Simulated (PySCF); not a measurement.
Br$_{4}$Si, SMILES `Br[Si](Br)(Br)Br`.

PySCF calculation, PBE0/def2-TZVP, gas phase; geometry: GFN2-xTB. No frequency check shows the geometry to be a minimum. A basis without diffuse functions makes polarisabilities too small. GFN2-xTB bond lengths at metals and heavier atoms can be off by up to 0.1 Å and shapes distorted, which carries into these values.

Cartesian coordinates (Å):

```
Br1     -1.2757    0.0568    1.8031
Si2      0.0004    0.0003    0.0002
Br3     -1.2758   -0.0568   -1.8031
Br4      1.2756   -1.8032    0.0567
Br5      1.2758    1.8031   -0.0568
```

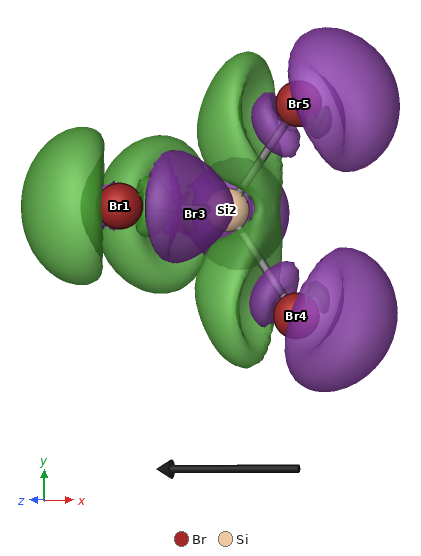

Change of the electron density in a uniform field of 0.21 V/Å along −x (arrow), surfaces at ±0.0015 e/Å³ (purple: gain, green: loss).

The field was applied in both directions; the picture shows the one opposite to the script's first.

> What dipole is induced, and what polarisability does it imply?

The induced dipole is 1.03 D (along the field); α along this axis, from the fields in both directions, is 101 bohr³ (15.0 Å³).
